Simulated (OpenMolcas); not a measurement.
**CH7NOSi (SMILES CO[SiH2]N) at 6 levels**

We compute a comparison of 6 runs (HF/STO-3G, B3LYP/6-31G*, BHLYP/cc-pVDZ, M06-2X/cc-pVDZ, M06-L/cc-pVDZ, CCSD(T)/cc-pVDZ) of CH7NOSi. 

Program for the calculation: OpenMolcas 26.06.

1 further run of the same task is left out (set aside as unsound or not needed).

### Step 1. The molecule

CH7NOSi: 11 atoms, total charge 0, spin state singlet. SMILES: `CO[SiH2]N`. The coordinates come from a PBE0-D4/def2-TZVP relaxation. This is one conformer, not always the lowest.

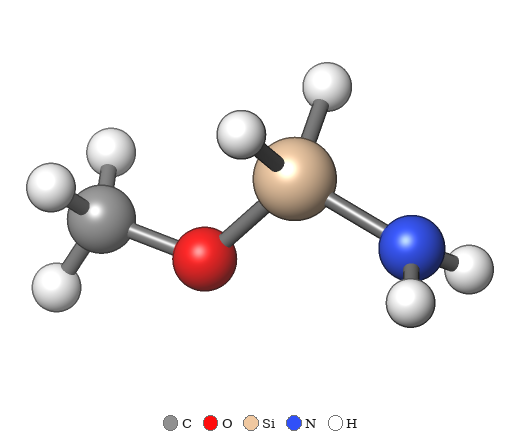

Viewed from a chosen angle; carbon grey, oxygen red, silicon light orange, nitrogen blue, hydrogen white.

### Step 2. Energy and gradient at HF/STO-3G (run 1)

job.input

```
* CH7NOSi Hartree-Fock

&GATEWAY
 BasLib = $CurrDir
 Coord
 11
 angstrom
 C       -0.655300       1.711900       0.500200
 O       -0.610600       0.508700      -0.227100
 Si       0.533800      -0.642700       0.054300
 N        0.344700      -2.006900      -0.943700
 H        0.258400       2.302900       0.362300
 H       -1.501500       2.301200       0.142400
 H       -0.790700       1.531800       1.573800
 H        0.421900      -1.079900       1.472300
 H        1.874600      -0.055000      -0.212100
 H       -0.403400      -2.661100      -0.783300
 H        0.593600      -1.968000      -1.918400
 Basis = STO-3G
 Group = NoSym

&SEWARD

&SCF
 Thresholds = 1e-10 1e-07 1e-07 1e-05
 PrOrbitals = 1 1

&ALASKA
```

The basis set STO-3G is read from a file made from the Basis Set Exchange's data (not shown).

Launch:

```sh
$ export MOLCAS_MEM=1860
$ pymolcas job.input > job.log
```

Log:

```text
--- Start Module: gateway ---
[...]
--- Stop Module: gateway /rc=_RC_ALL_IS_WELL_ ---
[...]
      Basis functions           31
[...]
--- Start Module: scf ---
[...]
       Convergence after  11 Iterations
[...]
::    Total SCF energy                               -454.6899131639
[...]
      Total spin, S                                     0.0000000000
[...]
      Total electronic charge=   42.000000
      Total            charge=   -0.000000
[...]
      Dipole Moment (debye):
      Origin of the operator (angstrom)=    0.0336   -0.2211   -0.1127
                   X=  7.2879E-02               Y=  1.0290E-01               Z=  1.3354E-01           Total=  1.8367E-01
      Quadrupole Moment (debye*angstrom):
[...]
--- Stop Module: scf /rc=_RC_ALL_IS_WELL_ ---
--- Start Module: alaska ---
[...]
 *              Molecular gradients               *
 **************************************************
  Irreducible representation: a
 ------------------------------------------------------------------------------------------
                              X                       Y                       Z
 ------------------------------------------------------------------------------------------
  C1               -9.52825754325826E-03    7.25973102984145E-03   -3.91317802060209E-03
  O2                2.20974324131191E-02    1.03496942166625E-03    2.02499627414339E-02
  SI3              -4.24630285401317E-02   -1.86086227353277E-03   -3.79829181101430E-02
  N4               -4.53099421988856E-03   -4.19814721567846E-03   -6.53267307173611E-03
  H5                8.09447643830286E-04   -3.72876729419191E-03   -2.93109567111802E-03
  H6                1.10291213200009E-03   -2.42209245557579E-03   -5.73197939973902E-04
  H7               -1.96403030570558E-04   -4.53596939050119E-03   -1.67274127462402E-03
  H8               -3.51956060816903E-03   -9.19439727481097E-03    3.03461247771368E-02
[...]
--- Stop Module: alaska /rc=_RC_ALL_IS_WELL_ ---
[...]
```

It took 3.9 s on 1 thread of AMD EPYC 7R43 (Zen 3), shared host; peak memory 0.37 GiB.

### Step 3. Energy and gradient at B3LYP/6-31G(d) (Cartesian functions) (run 2)

run.input

```
* CH7NOSi Kohn-Sham DFT
>>> EXPORT MOLCAS_PRINT=2
&gateway
baslib = $CurrDir
basisset
C.6-31Gs....
C1 -0.655300 1.711900 0.500200 angstrom
End of Basis
basisset
O.6-31Gs....
O2 -0.610600 0.508700 -0.227100 angstrom
End of Basis
basisset
Si.6-31Gs....
Si3 0.533800 -0.642700 0.054300 angstrom
End of Basis
basisset
N.6-31Gs....
N4 0.344700 -2.006900 -0.943700 angstrom
End of Basis
basisset
H.6-31Gs....
H5 0.258400 2.302900 0.362300 angstrom
H6 -1.501500 2.301200 0.142400 angstrom
H7 -0.790700 1.531800 1.573800 angstrom
H8 0.421900 -1.079900 1.472300 angstrom
H9 1.874600 -0.055000 -0.212100 angstrom
H10 -0.403400 -2.661100 -0.783300 angstrom
H11 0.593600 -1.968000 -1.918400 angstrom
End of Basis
&seward
gridinput
Grid=UltraFine
End of Grid
&scf
ksdft = B3LYP
thresholds = 1e-10 1e-07 1e-07 1e-05
prorbitals = 1
&alaska
```

The basis set 6-31G* is read from a file made from the Basis Set Exchange's data (not shown).

Launch:

```sh
$ export MOLCAS_MEM=1860
$ pymolcas run.input > run.log
```

Log:

```text
--- Start Module: gateway ---
[...]
--- Stop Module: gateway /rc=_RC_ALL_IS_WELL_ ---
[...]
      Basis functions           78
[...]
--- Start Module: scf ---
[...]
       Convergence after  14 Iterations
[...]
::    Total KS-DFT energy                            -461.8351234587
[...]
      Total spin, S                                     0.0000000000
[...]
      Total electronic charge=   42.000000
      Total            charge=   -0.000000
[...]
      Dipole Moment (debye):
      Origin of the operator (angstrom)=    0.0336   -0.2211   -0.1127
                   X= -3.9839E-01               Y=  3.1415E-03               Z= -3.2508E-01           Total=  5.1420E-01
      Quadrupole Moment (debye*angstrom):
[...]
--- Stop Module: scf /rc=_RC_ALL_IS_WELL_ ---
[...]
--- Start Module: alaska ---
[...]
 *              Molecular gradients               *
 **************************************************
  Irreducible representation: a
 ------------------------------------------------------------------------------------------
                              X                       Y                       Z
 ------------------------------------------------------------------------------------------
  C1                2.93321450981487E-04   -3.70520619876924E-03   -2.12599797605817E-03
  O2                7.74053561307042E-03   -2.01548748039304E-03    5.55821029222248E-03
  SI3              -6.86172494361159E-03   -6.37717960633388E-04   -6.29444247478972E-03
  N4               -2.66349509125918E-03    4.83503281416731E-03    7.53384290804071E-04
  H5               -1.67776226685046E-03   -1.67669874852505E-03    3.25875974079570E-05
  H6                1.64338572319034E-03   -1.41898276893215E-03    5.23999732980229E-04
  H7                3.60089780161332E-04   -1.79370933834098E-04   -2.29703656024860E-03
  H8               -5.06098407408263E-04    1.08454807488179E-03   -6.03313278270790E-04
[...]
--- Stop Module: alaska /rc=_RC_ALL_IS_WELL_ ---
[...]
```

It took 53 s on 1 thread of AMD EPYC 7R43 (Zen 3), shared host; peak memory 0.44 GiB.

Runs 3 to 4 aren't shown in full; the table further down has their settings and results.

### Step 4. Energy and gradient at M06-L/cc-pVDZ (run 5)

run.inp

```
* CH7NOSi Kohn-Sham DFT

&gateway
  baslib
  $CurrDir
  coord
  11
  angstrom
  C       -0.655300       1.711900       0.500200
  O       -0.610600       0.508700      -0.227100
  Si       0.533800      -0.642700       0.054300
  N        0.344700      -2.006900      -0.943700
  H        0.258400       2.302900       0.362300
  H       -1.501500       2.301200       0.142400
  H       -0.790700       1.531800       1.573800
  H        0.421900      -1.079900       1.472300
  H        1.874600      -0.055000      -0.212100
  H       -0.403400      -2.661100      -0.783300
  H        0.593600      -1.968000      -1.918400
  basis
  cc-pVDZ
  group
  NoSym

&seward
  gridinput
  Grid=UltraFine
  End of Grid

&scf
  ksdft
  M06L
  thresholds
  1e-10 1e-07 1e-07 1e-05
  prorbitals
  1 2

&alaska
```

The basis set cc-pVDZ is read from a file made from the Basis Set Exchange's data (not shown).

Launch:

```sh
$ export MOLCAS_MEM=1860
$ pymolcas run.inp > run.log
```

Log:

```text
--- Start Module: gateway ---
[...]
--- Stop Module: gateway /rc=_RC_ALL_IS_WELL_ ---
[...]
      Basis functions           95
[...]
--- Start Module: scf ---
[...]
       Convergence after  15 Iterations
[...]
::    Total KS-DFT energy                            -461.8083797285
[...]
      Total spin, S                                     0.0000000000
[...]
      Total electronic charge=   42.000000
      Total            charge=   -0.000000
[...]
      Dipole Moment (debye):
      Origin of the operator (angstrom)=    0.0336   -0.2211   -0.1127
                   X= -3.6783E-01               Y= -1.2099E-01               Z= -3.7641E-01           Total=  5.4002E-01
      Quadrupole Moment (debye*angstrom):
[...]
--- Stop Module: scf /rc=_RC_ALL_IS_WELL_ ---
[...]
--- Start Module: alaska ---
[...]
 *              Molecular gradients               *
 **************************************************
  Irreducible representation: a
 ------------------------------------------------------------------------------------------
                              X                       Y                       Z
 ------------------------------------------------------------------------------------------
  C1               -3.63200331950031E-04    4.85499429839020E-03    2.76225781178940E-03
  O2                1.90528943588966E-02   -1.61603119642488E-02    6.53298652854417E-03
  SI3              -1.75685632172140E-02    7.88780604590977E-03   -1.02454551242896E-02
  N4               -4.28816047035152E-03    7.01411595219170E-03    5.93192493477446E-04
  H5               -3.74426277645323E-03   -3.64474633712364E-03   -1.89100168528411E-04
  H6                3.33367419757424E-03   -2.99870287207638E-03    9.71257706784412E-04
  H7                5.67039074353737E-04   -4.71183456889134E-04   -5.13855076792247E-03
  H8               -1.16522357273552E-05    9.98069201126439E-04   -2.07122617593480E-03
[...]
--- Stop Module: alaska /rc=_RC_ALL_IS_WELL_ ---
[...]
```

Wall time 90 s (1 thread of AMD EPYC 7R43 (Zen 3), shared host); peak memory 0.52 GiB.

### Step 5. A single-point energy at CCSD(T)/cc-pVDZ (run 6)

run.input

```
* CH7NOSi CCSD(T)
>>> EXPORT MOLCAS_PRINT=2

&GATEWAY
  BasLib=$CurrDir
  Coord
  11
  bohr
  C     -1.23833753     3.23502215     0.94524101
  O     -1.15386677     0.96130368    -0.42915680
  Si     1.00873581    -1.21452698     0.10261213
  N      0.65138860    -3.79249136    -1.78333454
  H      0.48830523     4.35185029     0.68464777
  H     -2.83742378     4.34863776     0.26909700
  H     -1.49420645     2.89468248     2.97405097
  H      0.79727545    -2.04071524     2.78224377
  H      3.54248059    -0.10393494    -0.40081091
  H     -0.76231552    -5.02875019    -1.48022247
  H      1.12174143    -3.71898101    -3.62525060
  Basis=cc-pVDZ
  Group=NoSym

&SEWARD

&SCF
  Thresholds=1e-10 1e-07 1e-07 1e-05
  PrOrbitals=1 1

&RASSCF
  FileOrb=$Project.ScfOrb
  Spin=1
  Nactel=0 0 0
  Inactive=21
  Ras2=0
  OutOrbitals=Canonical
  OrbListing=Nothing

&MOTRA
  JobIph
  Frozen=8

&CCSDT
  CCT
  Triples=2
  Iterations=80
  Accuracy=1e-08
  Extrapolation=5 4
```

The basis set cc-pVDZ is read from a file made from the Basis Set Exchange's data (not shown).

Launch:

```sh
$ export MOLCAS_MEM=1860
$ pymolcas run.input > run.log
```

Log:

```text
--- Start Module: gateway ---
[...]
--- Stop Module: gateway /rc=_RC_ALL_IS_WELL_ ---
[...]
      Basis functions           95
[...]
       Convergence after  13 Iterations
[...]
::    Total SCF energy                               -460.2448944731
[...]
      Total spin, S                                     0.0000000000
[...]
      Number of active orbitals                  0
[...]
      Spin quantum number                      0.0
[...]
      Active orbitals                            0
[...]
      Number of CSFs                             1
[...]
      Number of root(s) required                 1
[...]
      Convergence after  4 iterations
[...]
      Natural orbitals and occupation numbers for root  1
      ************************************************************************************************************************
      *                                                    Final results                                                     *
      ************************************************************************************************************************
[...]
::    RASSCF root number  1 Total energy:   -460.24489447
[...]
      Total electronic charge=   42.000000
      Total            charge=   -0.000000
[...]
      Dipole Moment (debye):
      Origin of the operator (angstrom)=    0.0336   -0.2211   -0.1127
                   X= -2.8897E-01               Y=  1.1329E-01               Z= -1.5927E-01           Total=  3.4886E-01
      Quadrupole Moment (debye*angstrom):
[...]
--- Start Module: motra ---
[...]
      *** WARNING: Default frozen orbitals is overwritten by user input.
      *** Default values:   5
[...]
--- Stop Module: motra /rc=_RC_ALL_IS_WELL_ ---
[...]
--- Start Module: ccsdt ---
[...]
      Convergence after                    16  Iterations
      Total energy (diff) :    -460.89298546      -0.00000000
[...]
 METHOD                       : CCSD+T(CCSD)+<T3(1)WT1> = CCSD(T)
[...]
       CCSD     =      -460.8929854555212
[...]
--- Stop Module: ccsdt /rc=_RC_ALL_IS_WELL_ ---
[...]
```

Run time: 1.8 min. Hardware: 1 thread of AMD EPYC 7R43 (Zen 3), shared host; peak memory 0.52 GiB.

### Step 6. The series

```csv
run,level,Cartesian functions,integration grid,energy (Eh),dipole moment (D) of the reference,HOMO energy (eV),LUMO energy (eV),wall time
1,HF/STO-3G,no,–,-454.689913,0.18,-8.43,13.11,3.9 s
2,B3LYP/6-31G* (Cartesian functions),yes,UltraFine,-461.835123,0.51,-7.17,1.27,53 s
3,BHLYP/cc-pVDZ,no,UltraFine,-461.735449,0.41,-8.91,2.34,64 s
4,M06-2X/cc-pVDZ,no,UltraFine,-461.733035,0.47,-8.94,2.31,83 s
5,M06-L/cc-pVDZ,no,UltraFine,-461.808380,0.54,-6.31,1.34,90 s
6,CCSD(T)/cc-pVDZ,no,–,-460.908505,0.35,-11.25,4.73,1.8 min
```

### Step 7. What came out

| quantity | value |
| --- | --- |
| run 6: total energy | -460.90851 Eh |
| run 6: dipole moment (mean-field density) | 0.35 D |
| run 6: HOMO energy (Hartree–Fock orbitals) | -11.25 eV |
| run 6: LUMO energy (Hartree–Fock orbitals) | 4.73 eV |
| run 6: HOMO–LUMO gap (Hartree–Fock orbitals) | 15.98 eV |
| run 6: correlation energy (8 core orbitals frozen) | -663.6 mEh |
| run 6: (T) correction | -15.52 mEh |

In words: Over runs 1, 2, 3, 4, 5 the dipole moment (its size) runs from 0.18 D (HF/STO-3G) to 0.54 D (M06-L/cc-pVDZ). The two ends differ in method and basis. The two dipoles point in opposite directions. Over runs 1, 2, 3, 4, 5 the HOMO–LUMO gap runs from 7.64 eV (M06-L/cc-pVDZ) to 21.54 eV (HF/STO-3G). Totals of different functionals can't be ranked against each other. In run 1 the basis is minimal, so the values are rough. All runs together took 6.7 min, the longest 1.8 min.
